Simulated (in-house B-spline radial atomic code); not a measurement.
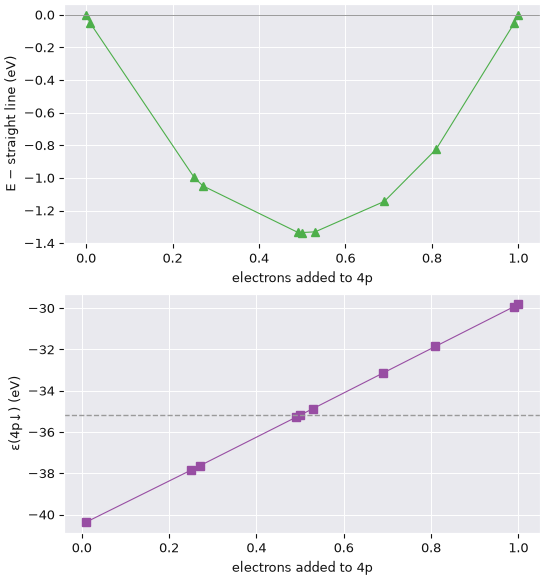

Method: non-relativistic SCAN, spin-polarised, spherical fractional occupations, point nucleus, basis-set limit; computed with an in-house B-spline radial code. The occupation of the 4p shell is varied from Kr³⁺ ([Ar] 3d10 4s2 4p3 (high spin)) to Kr²⁺ ([Ar] 3d10 4s2 4p4 (high spin)), with spherical fractional occupations. The plot shows the total energy less the straight line between the end points, and the eigenvalue of 4p↓ (the dashed line is minus the energy to take the whole electron out).

Is the energy convex or concave in the occupation, and by how much?

The curve is convex (below the straight line), with the largest deviation among the points computed, −1.33 eV, at 0.5. The end points differ by 35.2 eV, the energy to take the electron out. The eigenvalue, which is the slope of the energy (Janak's theorem), moves from −40.4 eV at 0.01 to −29.8 eV at 1; for a straight line it would stay constant, and a parabola would sag by an eighth of this change, scaled to a whole electron, 1.33 eV. Convexity is the mark of the delocalisation error, which puts fractional charges too low; for p, d and f shells the spherical spreading of the fraction adds to it.
